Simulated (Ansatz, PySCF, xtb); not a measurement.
Torsion H5–C1–B2–F4 in C2H6BF (SMILES CB(C)F); at each angle all else is relaxed with GFN2-xTB, and the levels are single points there.
Geometry at 100° (charge 0, multiplicity 1):
```xyz
10

C     -1.38249    -0.24928    -0.14180
B     -0.04712     0.41081     0.38183
C      1.40047    -0.00087    -0.09606
F     -0.14101     1.38005     1.28355
H     -1.64354     0.17654    -1.11035
H     -1.28307    -1.32058    -0.29521
H     -2.22366    -0.07048     0.52276
H      1.89041    -0.57960     0.68679
H      2.02786     0.87239    -0.26211
H      1.40442    -0.60592    -0.99727
```
Energies count from the point at 100°.

Frozen-core correlation. Rows in STO-3G carry no dispersion term and start afresh at each structure.

Programs: Ansatz (an electronic-structure program) with Gaussian orbitals; PySCF for STO-3G rows, the dispersion terms; xtb for the GFN methods. 

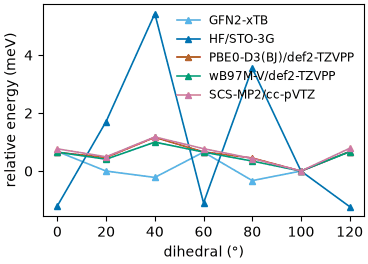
*Relative energy along the coordinate*

Read off the HF/STO-3G curve at dihedral = 0.

about -1.2 meV
